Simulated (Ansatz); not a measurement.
**Profile along the Li–Li line in LiZn (space group Fd-3m)**

LiZn (space group Fd-3m)

```
LiZn
1.0
    0.00000     3.02773     3.02773
    3.02773     0.00000     3.02773
    3.02773     3.02773     0.00000
Li Zn
2 2
Direct
  0.75000   0.75000   0.75000
  0.50000   0.50000   0.50000
  0.25000   0.25000   0.25000
  0.00000   0.00000   0.00000
```

Fields along a shortest Li–Li line of a {110} plane (2.62 Å), from Li to Li, interpolated on the slice's grid (step about 0.3 Å). Calculation: PBEsol (plane waves to 420 eV, PAW, scalar-relativistic; Ansatz, a program for electronic structure). k mesh 13×13×13. Inside the PAW spheres the values are not all-electron values, and peaks at nuclei hang on which shells count as valence. LiZn was relaxed with its symmetry unable to fall.

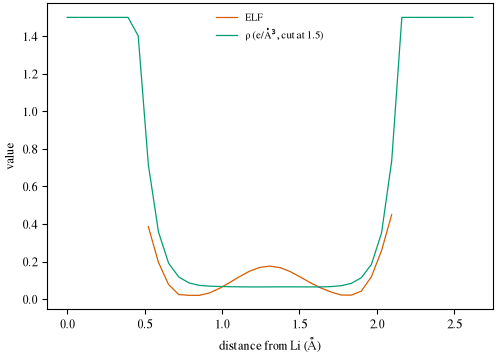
ELF (away from the nuclei) and valence density from Li to Li.

Density on the Li–Li line (2.62 Å) at its midpoint: 0.07 e/Å³. ELF at that point: 0.2.
